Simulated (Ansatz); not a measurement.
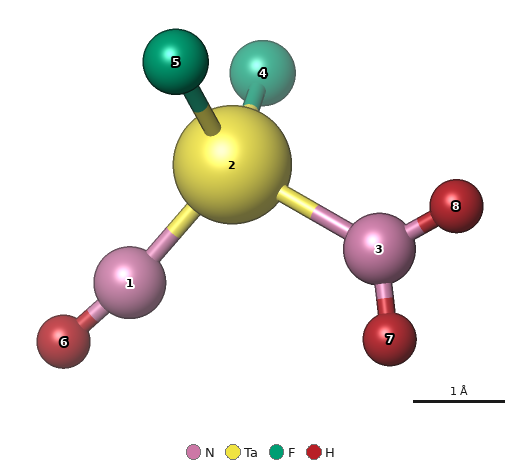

Figure 1. The structure (ball-and-stick view, seen at a tilt; atoms are numbered from 1 in the order of the input). Sticks mark near contacts.

Run report: TaN2H3F2, single-point calculation

- system: TaN2H3F2
- method: RKS PBE0-D4/def2-TZVPP (Ansatz 0.2.0)

The geometry comes from this level: PBE0-D4/def2-TZVP.

## Input file
```yaml
crystal:
  periodic: [false, false, false]
  atoms:
    - {symbol: N, position_ang: [-0.060015, 1.646238, 0.372148]}
    - {symbol: Ta, position_ang: [-0.338797, 0.161809, -0.531935]}
    - {symbol: N, position_ang: [0.566869, -1.209971, 0.544467]}
    - {symbol: F, position_ang: [-2.184050, -0.221383, -0.674617]}
    - {symbol: F, position_ang: [0.421391, 0.254850, -2.259805]}
    - {symbol: H, position_ang: [0.031165, 2.554165, 0.794712]}
    - {symbol: H, position_ang: [1.063243, -1.053878, 1.407202]}
    - {symbol: H, position_ang: [0.592296, -2.188930, 0.291929]}
basis:
  gaussian: {orbitals: def2-TZVPP}
hamiltonian: {xc: pbe0, dispersion: d4}
output: {orbitals: {seedname: orbitals}}
```

Hardware: 4 threads of Arm Neoverse V1, 23 GiB of memory available, shared host.

Command:
```bash
ansatz run in.yaml --threads 4 --pin off --events-out ev --progress --plain --max-ram 10444MiB
```

## Output
```
Functional definition: PBE0
  name "PBE0"
  cite "Adamo & Barone, J. Chem. Phys. 110, 6158 (1999) doi:10.1063/1.478522"
  cite "Perdew, Burke & Ernzerhof, Phys. Rev. Lett. 77, 3865 (1996) doi:10.1103/PhysRevLett.77.3865"
  parent pbe
  parameter a = 0.25
  parameter kappa = 0.804
  parameter beta = 0.06672455060314922
  exchange = (1 - a)*pbe_x(kappa = kappa, mu = beta*pi^2/3) + a*exact_x
  correlation = pbe_c(beta = beta)
1207 factors; their error is unknown
mean field evaluation 1: about -9996.0318 eV, gradient 1.0e2 eV
mean field evaluation 2: about -9886.4034 eV, gradient 2.5e2 eV
mean field evaluation 4: about -10014.1353 eV, gradient 2.4e1 eV
mean field evaluation 8: about -10015.2638 eV, gradient 2.0e-1 eV
mean field evaluation 16: about -10015.3004 eV, gradient 2.3e-4 eV
mean field -10015.30038437 eV, -368.0555005110 hartree, gradient 7.6e-5 eV, S^2 0.000000; 0 other end points of the search recorded, 0 dependent functions left out
reference -10015.30041515 eV, -368.0555016423 hartree; 24, 24 occupied and 198, 198 virtual orbitals, 1207 factors
Total energy: -10015.43440370 eV, -368.0604256307 hartree
```

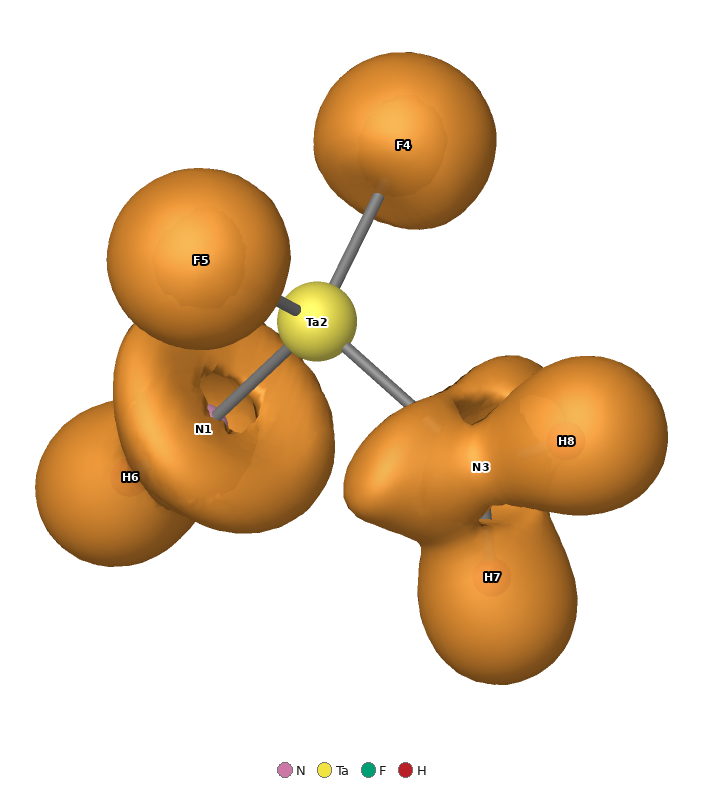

Figure 2. Isosurface of the ELF at 0.75 (orange), seen at a tilt. Only the valence region is drawn (cores and ρ < 0.01 e/Å³ removed). Profiles from the grid: Ta–N (1.76 Å): the ELF peaks at about 0.75 in the valence shell of N, 0.6 Å from its nucleus, and drops to about 0.30 between the two atoms. Ta–F (1.89 Å): the ELF peaks at about 0.85 in the valence shell of F, 0.5 Å from its nucleus, and drops to about 0.20 between the two atoms.

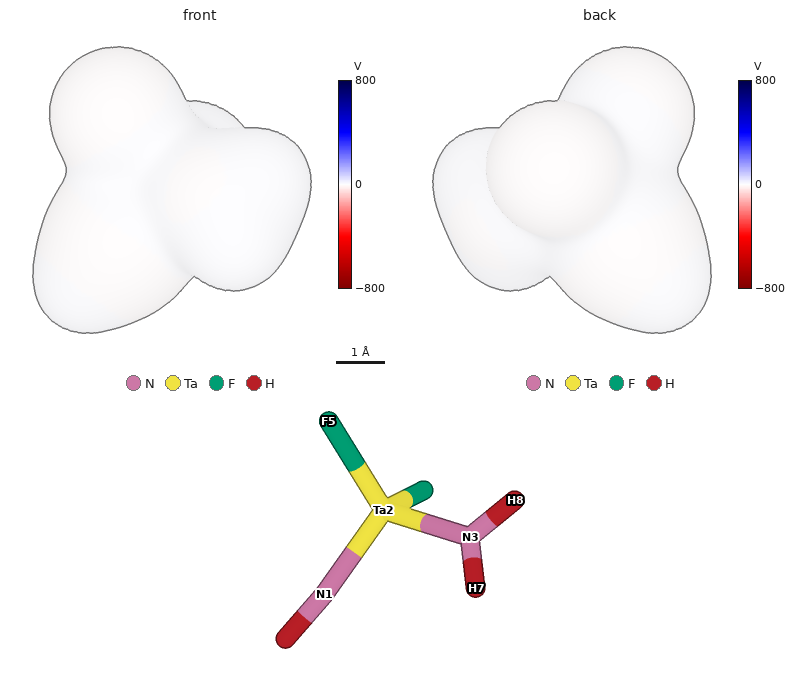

Figure 3. The molecular electrostatic potential painted on the density surface at 0.004 e/bohr³, seen at a tilt and from behind; red is negative and blue positive. The bare structure is drawn below in the same view. A positive charge is drawn to the negative regions and a negative charge to the positive ones.

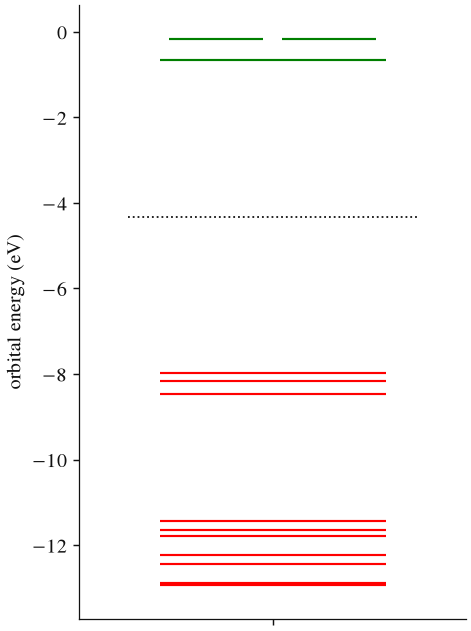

Figure 4. Orbital energies near the frontier; the dotted line parts filled from empty levels, and levels within 0.02 eV of each other stand side by side. Highest filled −7.98 eV, lowest empty −0.65 eV, 7.33 eV apart.

## Key numbers

- outcome: converged
- total energy: −10015.4344 eV
- mean-field energy: −10015.3004 eV
- dispersion energy: −0.1340 eV
- SCF solution under orbital rotations: stable
- HOMO: −7.98 eV
- LUMO: −0.65 eV
- wall time: 2.5 s (CPU time 8.9 s)
- peak memory: 0.47 GiB
